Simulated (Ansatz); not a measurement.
# Run report: WH6ClF, geometry relaxation (part 1 of 2)

- system: WH6ClF
- method: RHF/def2-SVP (Ansatz 0.2.0)

The input holds or restrains some coordinates. Forces given for the steps count only the free coordinates. It belongs to a series of runs on one base structure; here: pulled along the bonds that form and break, towards end B. Figures and captions count atoms from 1; the log counts them from 0 in places.

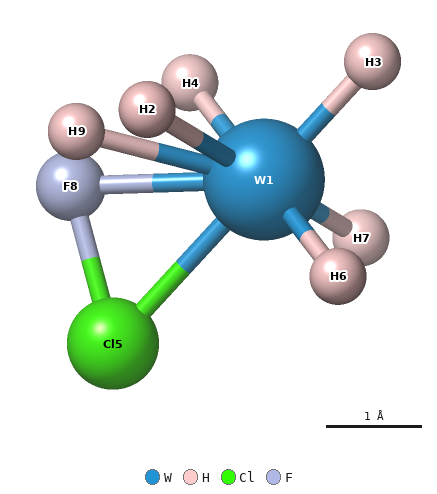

Figure 1. The starting structure (ball-and-stick view, seen at a tilt; atoms are numbered from 1 in the order of the input). Sticks mark near contacts. Bond lengths as drawn: Cl–F 1.73 Å, Cl–W 2.39 Å, F–W 2.15 Å and H–W 1.72 to 2.17 Å.

**The input**
```yaml
crystal:
  periodic: [false, false, false]
  atoms:
    - { symbol: W, position_ang: [0.0, 0.0, 0.0] }
    - { symbol: H, position_ang: [0.0, 0.0, 2.07] }
    - { symbol: H, position_ang: [1.72, 0.0, 0.0] }
    - { symbol: H, position_ang: [0.0, 1.72, 0.0] }
    - { symbol: Cl, position_ang: [-2.39, 0.0, 0.0] }
    - { symbol: H, position_ang: [0.0, -1.72, 0.0] }
    - { symbol: H, position_ang: [0.0, 0.0, -1.72] }
    - { symbol: F, position_ang: [-1.5327, 1.3467, 0.6779] }
    - { symbol: H, position_ang: [-0.8082, 0.7101, 1.879] }
basis:
  gaussian: { orbitals: def2-SVP }
hamiltonian:
  xc: hf
relax:
  f_tol: 0.15
  max_steps: 25
  restrain:
    - { distance: [0, 7], at: 1.85, k: 30.0 }
    - { distance: [8, 1], at: 0.66, k: 30.0 }
    - { distance: [0, 1], at: 2.92, k: 30.0 }
    - { distance: [8, 7], at: 2.12, k: 30.0 }
```

Hardware: 1 thread of AMD EPYC (Zen 3), 32 GiB of memory available, shared host.

Launched with:
```bash
ansatz run input.yaml --threads 1 --pin off --max-ram 2048MiB --backend cpu --events-out ev --progress --plain --runs-dir out
```

**The program's output**
```
The last accepted step is kept in [file] (removed where the run ends without a failure and the disk answers)
Engine: ansatz 0.2.0, x86_64-unknown-linux-gnu
Functional definition: HF
  exchange = exact_x
  correlation = 0
1006 factors; integrals over basis functions are off by at most 3.1e-4 eV
mean field evaluation 1: about -17082.2493 eV, gradient 5.2e1 eV
mean field evaluation 2: about -17082.5044 eV, gradient 5.2e1 eV
mean field evaluation 4: about -17089.2586 eV, gradient 1.0e1 eV
mean field evaluation 8: about -17089.7211 eV, gradient 1.8e0 eV
mean field evaluation 16: about -17090.2688 eV, gradient 2.8e0 eV
mean field evaluation 32: about -17090.4264 eV, gradient 8.9e-1 eV
mean field evaluation 64: about -17090.3374 eV, gradient 2.7e0 eV
mean field evaluation 96: about -17090.3793 eV, gradient 6.1e-1 eV
mean field evaluation 128: about -17090.1491 eV, gradient 1.5e0 eV
mean field evaluation 160: about -17090.2099 eV, gradient 1.2e0 eV
mean field evaluation 192: about -17082.9104 eV, gradient 1.5e1 eV
mean field evaluation 224: about -17084.2034 eV, gradient 2.7e1 eV
mean field evaluation 256: about -17090.3734 eV, gradient 1.7e-1 eV
mean field evaluation 288: about -17090.4409 eV, gradient 3.3e-2 eV
mean field evaluation 320: about -17085.4185 eV, gradient 2.8e1 eV
mean field evaluation 352: about -17089.8569 eV, gradient 1.3e1 eV
mean field -17090.44215134 eV, -628.0621647441 hartree, gradient 3.4e-7 eV, S^2 0.000000; 3 other end points of the search recorded, 0 dependent functions left out
the calculation of the forces begins
reference -17090.44215134 eV, -628.0621647441 hartree; 23, 23 occupied and 71, 71 virtual orbitals, 1006 factors
relax step   1: F+E_penalty+E_count = -17090.44215134 eV  Δ(F+E_penalty+E_count) = +0.000e0 eV  max|allowed force component| = 4.424e0 eV/Å  E_restraint = 20.03428460 eV  max|allowed force component, restraints' pulls added| = 2.376e1 eV/Å  Δτ_max = 0.0000 Å  (631 SCF iters, accepted)
  distance W 0 - F 7 = 2.1500 Å
  distance H 8 - H 1 = 1.0927 Å
  distance W 0 - H 1 = 2.0700 Å
  distance H 8 - F 7 = 1.5404 Å
these checks for a lower state are left out or cut short: starts, cluster_reference, orbital_swaps, neighbouring_geometries, increment
1006 factors; integrals over basis functions are off by at most 3.3e-4 eV
mean field evaluation 384: about -17092.2157 eV, gradient 2.2e-2 eV
mean field -17092.21568383 eV, -628.1273408607 hartree, gradient 9.9e-6 eV, S^2 0.000000; 0 other end points of the search recorded, 0 dependent functions left out
[... from here on the field's lines of each further geometry are left out, up to the last ...]
relax step   2: F+E_penalty+E_count = -17092.21568383 eV  Δ(F+E_penalty+E_count) = -1.774e0 eV  max|allowed force component| = 3.270e0 eV/Å  E_restraint = 7.61779683 eV  max|allowed force component, restraints' pulls added| = 1.370e1 eV/Å  Δτ_max = 0.1934 Å  (90 SCF iters, accepted)
relax step   3: F+E_penalty+E_count = -17092.98255566 eV  Δ(F+E_penalty+E_count) = -7.669e-1 eV  max|allowed force component| = 3.279e0 eV/Å  E_restraint = 1.46628232 eV  max|allowed force component, restraints' pulls added| = 7.488e0 eV/Å  Δτ_max = 0.1942 Å  (90 SCF iters, accepted)
relax step   4: F+E_penalty+E_count = -17093.92233309 eV  Δ(F+E_penalty+E_count) = -9.398e-1 eV  max|allowed force component| = 5.210e0 eV/Å  E_restraint = 0.24342449 eV  max|allowed force component, restraints' pulls added| = 3.857e0 eV/Å  Δτ_max = 0.1947 Å  (94 SCF iters, accepted)
relax step   5: F+E_penalty+E_count = -17097.56398005 eV  Δ(F+E_penalty+E_count) = -3.642e0 eV  max|allowed force component| = 5.612e0 eV/Å  E_restraint = 0.20303106 eV  max|allowed force component, restraints' pulls added| = 6.692e0 eV/Å  Δτ_max = 0.1948 Å  (61 SCF iters, accepted)
relax step   6: F+E_penalty+E_count = -17099.56812835 eV  Δ(F+E_penalty+E_count) = -2.004e0 eV  max|allowed force component| = 2.231e0 eV/Å  E_restraint = 0.13084332 eV  max|allowed force component, restraints' pulls added| = 2.231e0 eV/Å  Δτ_max = 0.1958 Å  (53 SCF iters, accepted)
relax step   7: F+E_penalty+E_count = -17100.36822002 eV  Δ(F+E_penalty+E_count) = -8.001e-1 eV  max|allowed force component| = 1.649e0 eV/Å  E_restraint = 0.08890852 eV  max|allowed force component, restraints' pulls added| = 1.649e0 eV/Å  Δτ_max = 0.1994 Å  (50 SCF iters, accepted)
relax step   8: F+E_penalty+E_count = -17101.32923104 eV  Δ(F+E_penalty+E_count) = -9.610e-1 eV  max|allowed force component| = 1.082e0 eV/Å  E_restraint = 0.08531738 eV  max|allowed force component, restraints' pulls added| = 1.246e0 eV/Å  Δτ_max = 0.1945 Å  (48 SCF iters, accepted)
relax step   9: F+E_penalty+E_count = -17101.83356587 eV  Δ(F+E_penalty+E_count) = -5.043e-1 eV  max|allowed force component| = 8.853e-1 eV/Å  E_restraint = 0.07341748 eV  max|allowed force component, restraints' pulls added| = 9.338e-1 eV/Å  Δτ_max = 0.1939 Å  (49 SCF iters, accepted)
relax step  10: F+E_penalty+E_count = -17102.16839990 eV  Δ(F+E_penalty+E_count) = -3.348e-1 eV  max|allowed force component| = 1.014e0 eV/Å  E_restraint = 0.04609571 eV  max|allowed force component, restraints' pulls added| = 8.558e-1 eV/Å  Δτ_max = 0.1952 Å  (50 SCF iters, accepted)
relax step  11: F+E_penalty+E_count = -17102.47544731 eV  Δ(F+E_penalty+E_count) = -3.070e-1 eV  max|allowed force component| = 1.288e0 eV/Å  E_restraint = 0.04379686 eV  max|allowed force component, restraints' pulls added| = 1.199e0 eV/Å  Δτ_max = 0.1981 Å  (47 SCF iters, accepted)
relax step  12: F+E_penalty+E_count = -17102.64553040 eV  Δ(F+E_penalty+E_count) = -1.701e-1 eV  max|allowed force component| = 1.148e0 eV/Å  E_restraint = 0.04785797 eV  max|allowed force component, restraints' pulls added| = 8.466e-1 eV/Å  Δτ_max = 0.2000 Å  (48 SCF iters, accepted)
relax step  13: F+E_penalty+E_count = -17102.71669438 eV  Δ(F+E_penalty+E_count) = -7.116e-2 eV  max|allowed force component| = 9.321e-1 eV/Å  E_restraint = 0.17417574 eV  max|allowed force component, restraints' pulls added| = 3.743e0 eV/Å  Δτ_max = 0.1914 Å  (47 SCF iters, rejected (line search))
relax step  14: F+E_penalty+E_count = -17102.72663968 eV  Δ(F+E_penalty+E_count) = -8.111e-2 eV  max|allowed force component| = 1.235e0 eV/Å  E_restraint = 0.04582510 eV  max|allowed force component, restraints' pulls added| = 3.256e-1 eV/Å  Δτ_max = 0.0957 Å  (48 SCF iters, accepted)
relax step  15: F+E_penalty+E_count = -17102.77402612 eV  Δ(F+E_penalty+E_count) = -4.739e-2 eV  max|allowed force component| = 1.214e0 eV/Å  E_restraint = 0.04902011 eV  max|allowed force component, restraints' pulls added| = 2.268e-1 eV/Å  Δτ_max = 0.1000 Å  (49 SCF iters, accepted)
relax step  16: F+E_penalty+E_count = -17102.78796515 eV  Δ(F+E_penalty+E_count) = -1.394e-2 eV  max|allowed force component| = 1.167e0 eV/Å  E_restraint = 0.05275630 eV  max|allowed force component, restraints' pulls added| = 4.104e-1 eV/Å  Δτ_max = 0.1464 Å  (48 SCF iters, accepted)
the calculation of the forces begins
reference -17102.79599994 eV, -628.5161603064 hartree; 23, 23 occupied and 71, 71 virtual orbitals, 1001 factors
relax step  17: F+E_penalty+E_count = -17102.79599994 eV  Δ(F+E_penalty+E_count) = -8.035e-3 eV  max|allowed force component| = 1.431e0 eV/Å  E_restraint = 0.04600089 eV  max|allowed force component, restraints' pulls added| = 1.189e-1 eV/Å  Δτ_max = 0.1506 Å  (45 SCF iters, accepted)
  distance W 0 - F 7 = 1.8398 Å
  distance H 8 - H 1 = 0.7116 Å
  distance W 0 - H 1 = 2.9285 Å
  distance H 8 - F 7 = 2.1350 Å
1001 factors; integrals over basis functions are off by at most 6.9e-4 eV
mean field evaluation 544: about -17102.7935 eV, gradient 5.5e-1 eV
```

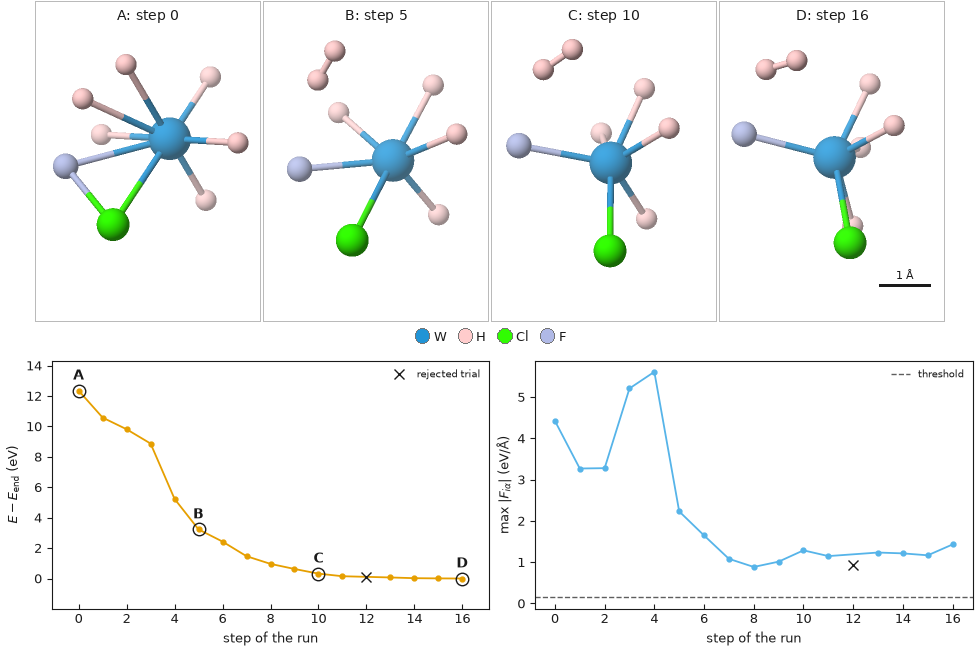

Figure 2. Frames of the restrained relaxation (ball-and-stick view, seen at a tilt) above the curves, on which the letters mark them (the first geometry is step 0 here and step 1 in the log).

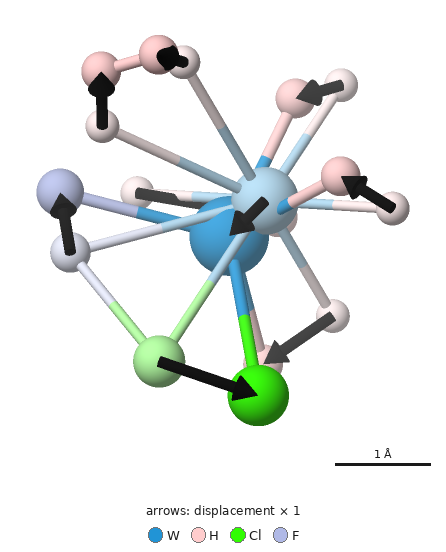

Figure 3. Start (faint) and end (solid) with the displacements as black arrows, at true length (ball-and-stick view, seen at a tilt). The two geometries are laid on each other by the best rigid fit. Over 16 geometry steps the energy falls by 12.354 eV. Largest force component: 4.4 eV/Å at the start, 1.4 eV/Å at the end. The line search rejected the trial step at point 12 (counted from 0) and went back. The largest move after the best rigid fit is that of H4, 1.66 Å. Largest moves by element: H 1.66 Å, Cl 1.12 Å, F 0.78 Å, W 0.56 Å. Among the contacts that change: Cl5–F8 1.734 → 3.366 Å, W1–H2 2.070 → 2.928 Å, W1–H9 2.165 → 2.815 Å, H2–H9 1.093 → 0.712 Å. New bonds form: H2–H9 (1.09 → 0.71 Å). Bonds break: Cl5–F8 (1.73 → 3.37 Å), W1–H2 (2.07 → 2.93 Å), W1–H9 (2.17 → 2.81 Å). Among the angles that change: H4–W1–H6 180.0° → 107.8°, Cl5–W1–F8 44.5° → 105.1°, H4–W1–F8 51.2° → 108.5°. (Atoms are counted from 1 in the order of the input.)

```
mean field -17102.79599994 eV, -628.5161603064 hartree, gradient 2.4e-5 eV, S^2 0.000000; 1 other end points of the search recorded, 0 dependent functions left out
the calculation of the forces begins
reference -17102.79599994 eV, -628.5161603064 hartree; 23, 23 occupied and 71, 71 virtual orbitals, 1001 factors
Total energy: -17102.79599994 eV, -628.5161603064 hartree
Atom 0 at    -0.333264     0.377510    -0.216639 Å, force    -0.031359     0.172074    -0.062834 eV/Å
Atom 1 at    -0.466521    -0.170271     2.657079 Å, force     0.477220    -1.430846     0.317331 eV/Å
Atom 2 at     1.253922     0.208095     0.274922 Å, force     0.019075    -0.068264    -0.035160 eV/Å
Atom 3 at     0.894950     0.955928    -1.207327 Å, force    -0.100373    -0.005289     0.105797 eV/Å
Atom 4 at    -2.247269    -0.994754    -0.554158 Å, force     0.006920    -0.020709     0.043814 eV/Å
Atom 5 at     0.135445    -1.106841     0.358197 Å, force     0.000543     0.046138     0.023714 eV/Å
Atom 6 at    -0.636467     0.537049    -1.835452 Å, force     0.046550     0.061832    -0.012903 eV/Å
Atom 7 at    -0.912144     1.753436     0.858763 Å, force     0.018409     0.068752    -0.480407 eV/Å
Atom 8 at    -0.699552     0.496649     2.571515 Å, force    -0.436985     1.176310     0.100648 eV/Å
Dipole moment:     0.479357     0.172566    -0.005928 e Å
```
